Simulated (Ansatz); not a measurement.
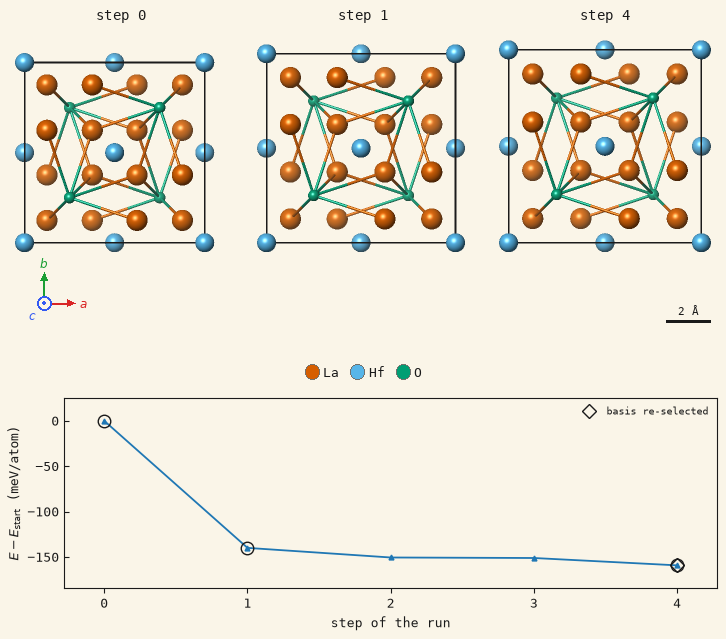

Frames of a relaxation of crystalline La4HfO (a generated structure, set up in F-43m) (coarse preliminary run), marked on the history of the run. Style: ball-and-stick. Shown: the conventional cell (4 times the calculation's cell), along the c axis. Lengths and directions refer to the drawn axes.

These are results of DFT PBE, scalar-relativistic, plane waves, PAW in Ansatz, not measurements.

Input
```yaml
crystal:
  lattice:
    - [0.0, 4.17627059, 4.17627059]
    - [4.17627059, 0.0, 4.17627059]
    - [4.17627059, 4.17627059, 0.0]
  atoms:
    - { symbol: La, position: [0.62403182, 0.12790453, 0.62403182] }
    - { symbol: La, position: [0.62403182, 0.62403182, 0.12790453] }
    - { symbol: La, position: [0.62403182, 0.62403182, 0.62403182] }
    - { symbol: La, position: [0.12790453, 0.62403182, 0.62403182] }
    - { symbol: Hf, position: [0.0, 0.0, 0.0] }
    - { symbol: O, position: [0.25, 0.25, 0.25] }
basis:
  ecutwfc: 420
kpoints:
  mp_grid: { grid: [4, 4, 4] }
hamiltonian:
  xc: pbe
scf:
  occupations: { method: gaussian, width: 0.1 }
  lower_state_search: "off"
output:
  forces: true
  stress: true
  eigenvalues: true
relax:
  adjacent_minimum: "off"
  f_tol: 0.04
  max_steps: 70
  cell: { stress_tol: 0.4 }
```

Run as
```bash
ansatz run input.yaml --threads 1 --pin off --max-ram 2560MiB --backend cpu --events-out ev --progress --plain --runs-dir out
```

Question: Describe the path.

Answer: The largest moves relative to the cell, 0.020 Å, are those of La1, La2, La3 and La4. La3 goes along [1 −1 1]. Hf and O stay in place. The drawn cell changes as follows: a = b = c 8.353 → 8.940 Å (+7.0 %); the volume changes by +22.6 %. Some distances before and after: La1–O6 3.460 → 3.707 Å, La1–Hf5 3.465 → 3.706 Å, La1–La2 2.930 → 3.169 Å, La1–La2 (another image) 2.976 → 3.152 Å. The space group stays F-43m (No. 216). The energy falls by 159 meV per atom in 3 accepted moves (4 points after the start). The largest force component goes from 0.22 to 0.0094 eV/Å. Pressure: 10.69 GPa at the start and 0.28 GPa at the end. At 1 point the geometry stayed and the basis and grid were re-selected for the new cell (energy shift of 8.1 meV per atom at most each time). The run took 17 s on 1 thread of AMD EPYC 9R45 96-Core Processor (Zen 5) (shared host), peak memory 0.48 GiB. From step 0 to 1: La atoms move most (0.03 Å), volume +15.4 %, energy −140 meV per atom. From step 1 to 4: volume +6.3 %, energy −19.2 meV per atom.
